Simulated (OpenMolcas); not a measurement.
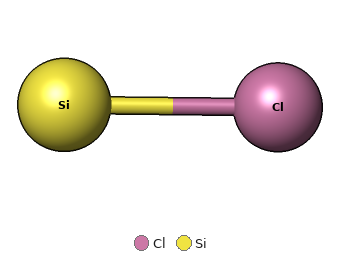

The molecule at the reference distance of 2.304 Å.

## Relativistic diatomic calculation: ClSi⁻ (part 1 of 2)

System: ClSi⁻.
Method: SA-CASSCF(10,7)/XMS-CASPT2 + RASSI spin-orbit (X2C scalar, AMFI), ANO-RCC-VTZP (OpenMolcas).

## The input
```
&GATEWAY
Coord
2
angstrom
Cl 0.0 0.0 0.0
Si 0.0 0.0 2.3040
Basis=ANO-RCC-VTZP
Group=XY
RX2C
AMFI
ANGMom
0.0 0.0 0.0
RICD
&SEWARD
&GUESSORB
&RASSCF
FileOrb=$CurrDir/o31.orb
Symmetry=1
Spin=3
nActEl=10 0 0
Inactive=7 4
RAS2=3 4
CIRoot=1 1 1
Linear
Iterations=120 100
OrbListing=Nothing
PRWF=0.15
>>COPY $Project.RasOrb $CurrDir/o31.orb
>>COPY $Project.rasscf.h5 $CurrDir/r31.h5
&CASPT2
XMultistate=all
Imaginary=0.2
IPEA=0.25
MaxIter=40
>>COPY $Project.JobMix JOB001
&RASSCF
CIOnly
FileOrb=$CurrDir/ref.orb
Symmetry=1
Spin=1
nActEl=10 0 0
Inactive=7 4
RAS2=3 4
CIRoot=3 3 1
Linear
Iterations=120 100
OrbListing=Nothing
PRWF=0.15
>>COPY $Project.RasOrb $CurrDir/o11.orb
>>COPY $Project.rasscf.h5 $CurrDir/r11.h5
&CASPT2
XMultistate=all
Imaginary=0.2
IPEA=0.25
MaxIter=40
>>COPY $Project.JobMix JOB002
&RASSCF
FileOrb=$CurrDir/o32.orb
Symmetry=2
Spin=3
nActEl=10 0 0
Inactive=7 4
RAS2=3 4
CIRoot=4 4 1
Linear
Iterations=120 100
OrbListing=Nothing
PRWF=0.15
>>COPY $Project.RasOrb $CurrDir/o32.orb
>>COPY $Project.rasscf.h5 $CurrDir/r32.h5
&CASPT2
XMultistate=all
Imaginary=0.2
IPEA=0.25
MaxIter=40
>>COPY $Project.JobMix JOB003
&RASSCF
FileOrb=$CurrDir/o12.orb
Symmetry=2
Spin=1
nActEl=10 0 0
Inactive=7 4
RAS2=3 4
CIRoot=2 2 1
Linear
Iterations=120 100
OrbListing=Nothing
PRWF=0.15
>>COPY $Project.RasOrb $CurrDir/o12.orb
>>COPY $Project.rasscf.h5 $CurrDir/r12.h5
&CASPT2
XMultistate=all
Imaginary=0.2
IPEA=0.25
MaxIter=40
>>COPY $Project.JobMix JOB004
&RASSCF
FileOrb=$CurrDir/o51.orb
Symmetry=1
Spin=5
nActEl=10 0 0
Inactive=7 4
RAS2=3 4
CIRoot=1 1 1
Linear
Iterations=120 100
OrbListing=Nothing
PRWF=0.15
>>COPY $Project.RasOrb $CurrDir/o51.orb
>>COPY $Project.rasscf.h5 $CurrDir/r51.h5
&CASPT2
XMultistate=all
Imaginary=0.2
IPEA=0.25
MaxIter=40
>>COPY $Project.JobMix JOB005
&RASSI
Nr of JobIphs=5 1 3 4 2 1
1
1 2 3
1 2 3 4
1 2
1
SpinOrbit
EJob
Omega
MEES
MESO
Properties=4
'AngMom' 3 'Mltpl  1' 1 'Mltpl  1' 2 'Mltpl  1' 3
Thrs=1.0d-4
>>COPY $Project.rassi.h5 $CurrDir/so.h5
```

The first orbital files come from an earlier step.

Hardware: 1 thread of Arm Neoverse V1, 24 GiB of memory available, shared host.

Run as:
```bash
pymolcas m.inp (one call a module block, same work directory)
```

## The program's output (extracts)
```
++    Wave function specifications:
      Number of closed shell electrons          22
      Number of electrons in active shells      10
      Number of inactive orbitals               11
      Number of active orbitals                  7
      Number of secondary orbitals              50
      Spin quantum number                      1.0
      State symmetry                             1
++    Orbital specifications:
      Symmetry species                           1   2
                                                 a   b
      Frozen orbitals                            0   0
      Inactive orbitals                          7   4
      Active orbitals                            3   4
      RAS2 orbitals                              3   4
      Secondary orbitals                        26  24
      Number of basis functions                 36  32
      printout of CI-coefficients larger than  0.15 for root  1
      energy=    -750.509991
      conf/sym  111 2222     Coeff  Weight
            16  220 22uu  -0.98619 0.97257
      Natural orbitals and occupation numbers for root  1
      sym 1:   1.998027   1.963091   0.038953
      sym 2:   1.999551   1.999551   1.000413   1.000413
      RASSCF energy for state  1                   -750.50999143
::    RASSCF root number  1 Total energy:   -750.50999143
      Von Neumann Entropy (Root   1) =  1.13893
++    Wave function specifications:
      Number of closed shell electrons           8
      Number of electrons in active shells      10
      Number of inactive orbitals                4
      Number of active orbitals                  7
      Number of secondary orbitals              50
      Spin quantum number                      1.0
      State symmetry                             1
      Number of CSFs                           102
      Number of CASSCF root(s) available         1
      CASPT2 state passed to geometry opt.       1
      A file JOBMIX will be created
      This is a CASSCF or RASSCF reference function
  FINAL CASPT2 RESULT:
      Reference energy:        -750.5099914263
      E2 (Non-variational):      -0.2801534743
      Shift correction:          -0.0026259192
      E2 (Variational):          -0.2827793935
      Total energy:            -750.7927708198
      Reference weight:           0.89275
++    Wave function specifications:
      Number of closed shell electrons          22
      Number of electrons in active shells      10
      Number of inactive orbitals               11
      Number of active orbitals                  7
      Number of secondary orbitals              50
      Spin quantum number                      0.0
      State symmetry                             1
      printout of CI-coefficients larger than  0.15 for root  1
      energy=    -750.467141
      conf/sym  111 2222     Coeff  Weight
            22  220 22ud  -0.99368 0.98739
      printout of CI-coefficients larger than  0.15 for root  2
      energy=    -750.467141
      conf/sym  111 2222     Coeff  Weight
            21  220 2220   0.70263 0.49370
            25  220 2202  -0.70263 0.49370
      printout of CI-coefficients larger than  0.15 for root  3
      energy=    -750.450219
      conf/sym  111 2222     Coeff  Weight
            21  220 2220  -0.69035 0.47658
            25  220 2202  -0.69035 0.47658
            99  200 2222   0.17752 0.03151
      Natural orbitals and occupation numbers for root  1
      sym 1:   1.998840   1.979495   0.021762
      sym 2:   1.999281   1.999281   1.000670   1.000670
      Natural orbitals and occupation numbers for root  2
      sym 1:   1.998840   1.979495   0.021762
      sym 2:   1.999281   1.999281   1.000670   1.000670
      Natural orbitals and occupation numbers for root  3
      sym 1:   1.997791   1.922856   0.023063
      sym 2:   1.999180   1.999180   1.028965   1.028965
      RASSCF energy for state  3                   -750.45021891
::    RASSCF root number  1 Total energy:   -750.46714107
::    RASSCF root number  2 Total energy:   -750.46714107
::    RASSCF root number  3 Total energy:   -750.45021891
      Von Neumann Entropy (Root   1) =  1.08726
++    Wave function specifications:
      Number of closed shell electrons           8
      Number of electrons in active shells      10
      Number of inactive orbitals                4
      Number of active orbitals                  7
      Number of secondary orbitals              50
      Spin quantum number                      0.0
      State symmetry                             1
      Number of CSFs                           104
      Number of CASSCF root(s) available         3
      CASPT2 state passed to geometry opt.       3
      A file JOBMIX will be created
      This is a MULTI-STATE CASSCF reference
      Number of CI roots used                    3
      These are:                                 1   2   3
      Off-diagonal elements of Heff are computed
  FINAL CASPT2 RESULT:
      Reference energy:        -750.4671414402
      E2 (Non-variational):      -0.2982753246
      Shift correction:          -0.0034966385
      E2 (Variational):          -0.3017719631
      Total energy:            -750.7689134033
      Reference weight:           0.87890
  FINAL CASPT2 RESULT:
      Reference energy:        -750.4671414402
      E2 (Non-variational):      -0.2982819419
      Shift correction:          -0.0034971400
      E2 (Variational):          -0.3017790819
      Total energy:            -750.7689205221
      Reference weight:           0.87889
  FINAL CASPT2 RESULT:
      Reference energy:        -750.4502192836
      E2 (Non-variational):      -0.2927875955
      Shift correction:          -0.0034395351
      E2 (Variational):          -0.2962271306
      Total energy:            -750.7464464141
      Reference weight:           0.88241
       Total XMS-CASPT2 energies:
::    XMS-CASPT2 Root  1     Total energy:   -750.76892686
::    XMS-CASPT2 Root  2     Total energy:   -750.76890707
::    XMS-CASPT2 Root  3     Total energy:   -750.74644641
++    Wave function specifications:
      Number of closed shell electrons          22
      Number of electrons in active shells      10
      Number of inactive orbitals               11
      Number of active orbitals                  7
      Number of secondary orbitals              50
      Spin quantum number                      1.0
      State symmetry                             2
      printout of CI-coefficients larger than  0.15 for root  1
      energy=    -750.414194
      conf/sym  111 2222     Coeff  Weight
             1  22u 22u0  -0.98276 0.96582
      printout of CI-coefficients larger than  0.15 for root  2
      energy=    -750.414194
      conf/sym  111 2222     Coeff  Weight
             3  22u 220u  -0.98276 0.96582
      printout of CI-coefficients larger than  0.15 for root  3
      energy=    -750.318963
      conf/sym  111 2222     Coeff  Weight
            76  u20 222u  -0.98442 0.96908
      printout of CI-coefficients larger than  0.15 for root  4
      energy=    -750.318963
      conf/sym  111 2222     Coeff  Weight
            77  u20 22u2   0.98442 0.96908
      Natural orbitals and occupation numbers for root  1
      sym 1:   1.951668   1.998471   0.991999
      sym 2:   1.998902   1.996538   1.001075   0.061346
      Natural orbitals and occupation numbers for root  2
      sym 1:   1.951668   1.998471   0.991999
      sym 2:   1.996538   1.998902   0.061346   1.001075
      Natural orbitals and occupation numbers for root  3
      sym 1:   1.014112   1.987035   0.038186
      sym 2:   1.997456   1.998756   1.963471   1.000985
      Natural orbitals and occupation numbers for root  4
      sym 1:   1.014112   1.987035   0.038186
      sym 2:   1.998756   1.997456   1.000985   1.963471
      RASSCF energy for state  4                   -750.31896270
::    RASSCF root number  1 Total energy:   -750.41419373
::    RASSCF root number  2 Total energy:   -750.41419373
::    RASSCF root number  3 Total energy:   -750.31896270
::    RASSCF root number  4 Total energy:   -750.31896270
      Von Neumann Entropy (Root   1) =  1.19453
++    Wave function specifications:
      Number of closed shell electrons           8
      Number of electrons in active shells      10
      Number of inactive orbitals                4
      Number of active orbitals                  7
      Number of secondary orbitals              50
      Spin quantum number                      1.0
      State symmetry                             2
      Number of CSFs                           108
      Number of CASSCF root(s) available         4
      CASPT2 state passed to geometry opt.       4
      A file JOBMIX will be created
      This is a MULTI-STATE CASSCF reference
      Number of CI roots used                    4
      These are:                                 1   2   3   4
      Off-diagonal elements of Heff are computed
  FINAL CASPT2 RESULT:
      Reference energy:        -750.4141937300
      E2 (Non-variational):      -0.3018364233
      Shift correction:          -0.0037136884
      E2 (Variational):          -0.3055501117
      Total energy:            -750.7197438417
      Reference weight:           0.87631
  FINAL CASPT2 RESULT:
      Reference energy:        -750.4141937300
      E2 (Non-variational):      -0.3018364233
      Shift correction:          -0.0037136884
      E2 (Variational):          -0.3055501117
      Total energy:            -750.7197438416
      Reference weight:           0.87631
  FINAL CASPT2 RESULT:
      Reference energy:        -750.3189626972
      E2 (Non-variational):      -0.3089573905
      Shift correction:          -0.0083921575
      E2 (Variational):          -0.3173495479
      Total energy:            -750.6363122451
      Reference weight:           0.85330
  FINAL CASPT2 RESULT:
      Reference energy:        -750.3189626968
      E2 (Non-variational):      -0.3089573906
      Shift correction:          -0.0083921575
      E2 (Variational):          -0.3173495481
      Total energy:            -750.6363122449
      Reference weight:           0.85330
       Total XMS-CASPT2 energies:
::    XMS-CASPT2 Root  1     Total energy:   -750.71885959
::    XMS-CASPT2 Root  2     Total energy:   -750.71885959
::    XMS-CASPT2 Root  3     Total energy:   -750.63719649
::    XMS-CASPT2 Root  4     Total energy:   -750.63719649
++    Wave function specifications:
      Number of closed shell electrons          22
      Number of electrons in active shells      10
      Number of inactive orbitals               11
      Number of active orbitals                  7
      Number of secondary orbitals              50
      Spin quantum number                      0.0
      State symmetry                             2
      printout of CI-coefficients larger than  0.15 for root  1
      energy=    -750.388063
      conf/sym  111 2222     Coeff  Weight
             4  22u 220d  -0.98432 0.96889
            77  02u 222d  -0.15320 0.02347
      printout of CI-coefficients larger than  0.15 for root  2
      energy=    -750.388063
      conf/sym  111 2222     Coeff  Weight
             1  22u 22d0  -0.98432 0.96889
            78  02u 22d2   0.15320 0.02347
      Natural orbitals and occupation numbers for root  1
      sym 1:   1.947254   1.998833   0.996156
      sym 2:   1.998036   1.999170   0.059734   1.000816
      Natural orbitals and occupation numbers for root  2
      sym 1:   1.947254   1.998833   0.996156
      sym 2:   1.999170   1.998036   1.000816   0.059734
      RASSCF energy for state  2                   -750.38806325
::    RASSCF root number  1 Total energy:   -750.38806325
::    RASSCF root number  2 Total energy:   -750.38806325
      Von Neumann Entropy (Root   1) =  1.19235
++    Wave function specifications:
      Number of closed shell electrons           8
      Number of electrons in active shells      10
      Number of inactive orbitals                4
      Number of active orbitals                  7
      Number of secondary orbitals              50
      Spin quantum number                      0.0
      State symmetry                             2
      Number of CSFs                            92
      Number of CASSCF root(s) available         2
      CASPT2 state passed to geometry opt.       2
      A file JOBMIX will be created
      This is a MULTI-STATE CASSCF reference
      Number of CI roots used                    2
      These are:                                 1   2
      Off-diagonal elements of Heff are computed
  FINAL CASPT2 RESULT:
      Reference energy:        -750.3880632532
      E2 (Non-variational):      -0.3014719298
      Shift correction:          -0.0038231778
      E2 (Variational):          -0.3052951076
      Total energy:            -750.6933583608
      Reference weight:           0.87601
  FINAL CASPT2 RESULT:
      Reference energy:        -750.3880632531
      E2 (Non-variational):      -0.3014719301
      Shift correction:          -0.0038231777
      E2 (Variational):          -0.3052951078
      Total energy:            -750.6933583609
      Reference weight:           0.87601
       Total XMS-CASPT2 energies:
::    XMS-CASPT2 Root  1     Total energy:   -750.69335836
::    XMS-CASPT2 Root  2     Total energy:   -750.69335836
++    Wave function specifications:
      Number of closed shell electrons          22
      Number of electrons in active shells      10
      Number of inactive orbitals               11
      Number of active orbitals                  7
      Number of secondary orbitals              50
      Spin quantum number                      2.0
      State symmetry                             1
      printout of CI-coefficients larger than  0.15 for root  1
      energy=    -750.354039
      conf/sym  111 2222     Coeff  Weight
             8  u2u 22uu  -0.99941 0.99882
      Natural orbitals and occupation numbers for root  1
      sym 1:   1.001141   1.998859   1.000000
      sym 2:   1.999387   1.999387   1.000613   1.000613
      RASSCF energy for state  1                   -750.35403866
::    RASSCF root number  1 Total energy:   -750.35403866
      Von Neumann Entropy (Root   1) =  2.00118
++    Wave function specifications:
      Number of closed shell electrons           8
      Number of electrons in active shells      10
      Number of inactive orbitals                4
      Number of active orbitals                  7
      Number of secondary orbitals              50
      Spin quantum number                      2.0
      State symmetry                             1
      Number of CSFs                            19
      Number of CASSCF root(s) available         1
      CASPT2 state passed to geometry opt.       1
      A file JOBMIX will be created
      This is a CASSCF or RASSCF reference function
  FINAL CASPT2 RESULT:
      Reference energy:        -750.3540386633
      E2 (Non-variational):      -0.2673979012
      Shift correction:          -0.0026089770
      E2 (Variational):          -0.2700068782
      Total energy:            -750.6240455416
      Reference weight:           0.89632
  SPIN-FREE ENERGIES:
  (Shifted by EMIN (a.u.) =       -750.7927708198)
 SF State       Relative EMIN(au)   Rel lowest level(eV)    D:o, cm**(-1)      Abs_M
     1             0.0000000000        0.0000000000              0.0000         0.0
     2             0.0238439616        0.6488272499           5233.1447         2.0
     3             0.0238637525        0.6493657875           5237.4883         2.0
     4             0.0463244056        1.2605512946          10167.0319         0.0
     5             0.0739112264        2.0112269301          16221.6392         1.0
     6             0.0739112264        2.0112269301          16221.6392         1.0
     9             0.0994124589        2.7051508170          21818.5128         1.0
    10             0.0994124589        2.7051508170          21818.5128         1.0
     7             0.1555743264        4.2333930856          34144.6179         1.0
     8             0.1555743264        4.2333930856          34144.6179         1.0
    11             0.1687252782        4.5912487154          37030.9182         0.0
```

(Continued in part 2.) Outcome of the run: converged; whether the anion is bound against detachment isn't tested.
